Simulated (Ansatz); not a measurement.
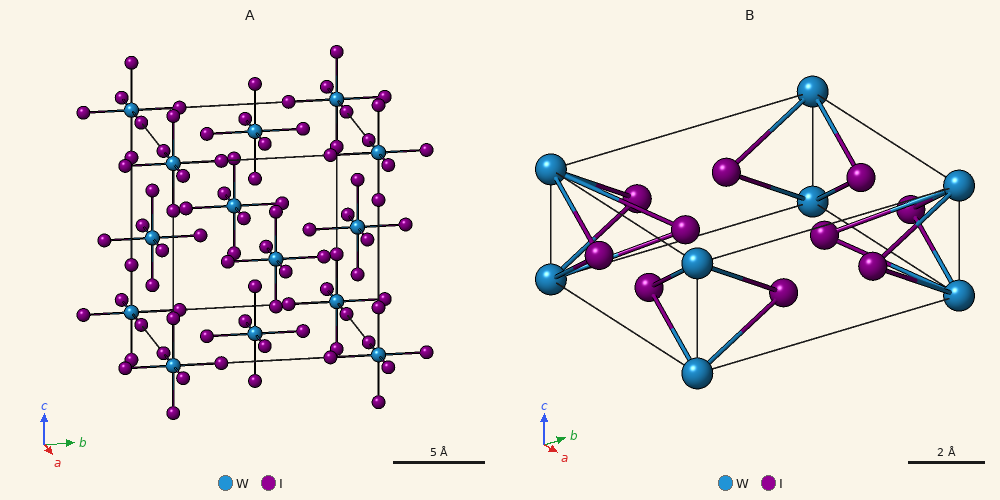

Two structures of WI6, each relaxed to rest (conventional cells in solid outline, small ones repeated, not to one scale). Method: DFT PBE, scalar-relativistic, plane waves, PAW in Ansatz 0.2.0, without spin polarisation.

Question: Which two forms are compared?

Answer: A: 28 atoms a cell on a face-centred cubic lattice, Fm-3m. B: 7 atoms a cell on a primitive hexagonal lattice, P6/mmm.

Question: Which polymorph is favoured?

Answer: A is lower, by 1129 meV/atom at this level of theory (energies at zero smearing). Volumes: A 55.3, B 43.8 Å³/atom.

One or both may be structure types tried for this composition rather than known phases.
